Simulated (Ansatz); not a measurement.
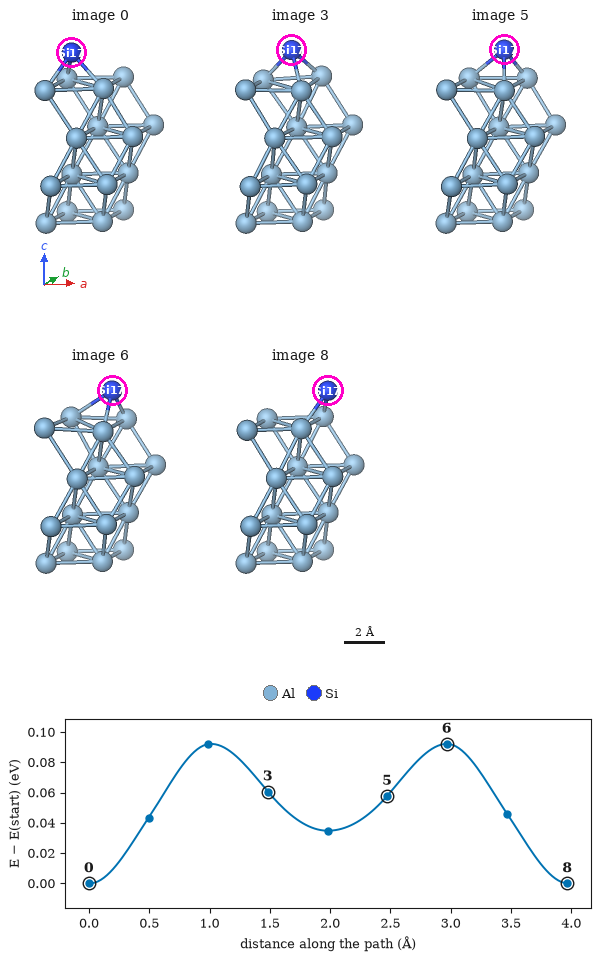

A nudged-elastic-band calculation for Si on Al(111) (17 atoms in the cell). Images are numbered from 0 (start) to 8 (end). Style: ball-and-stick. Shown: the simulation cell, with the vacuum cut short (origin moved), slightly off an axis. The moving atom is ringed, with any periodic copies. Bonds to atoms that aren't drawn are left out.

Computed with DFT PBE-D3(BJ), scalar-relativistic, plane waves, PAW (Ansatz 0.2.0). Run with plane-wave cutoff 420 eV; k-point mesh 3 × 3 × 1; Gaussian smearing 0.05 eV; 4 atoms held fixed; 7 movable images; climbing image; force threshold 0.05 eV/Å; iteration limit 33; starting path by image-dependent pair potential.

Read off the barrier and say what moves.

Answer. The adsorbate starts on a bridge site and hops by a lattice vector of the surface; other mechanisms, such as exchange with a surface atom, weren't searched. The path has more than one stage, and so few images may leave a stage unresolved. The Si atom travels furthest, 2.86 Å from end to end, on a path that bends up to 0.82 Å away from the straight line. At the highest image its nearest neighbour (Al) is 2.39 Å away, against 2.43 Å at the start, and the surrounding atoms stand up to 0.26 Å off the mean of their end positions. The barrier is about 0.092 eV in both directions, with image 6 at the top; the ends have the same energy. The profile has 2 maxima (images 2, 6) with a dip at image 4 (+0.035 eV), so the process runs in steps. The band converged in 11 iterations. The largest component of the band force went from 1.1 to 0.0079 eV/Å. The climbing image converged on the top of the path. A check of its curvatures found one unstable direction (−0.43 eV/Å²), as a transition state must have.

Limits of the set-up: the periodic images lie only 5.7 Å apart, so the values are limited by the cell's size.

PAW datasets: the set soft_1.
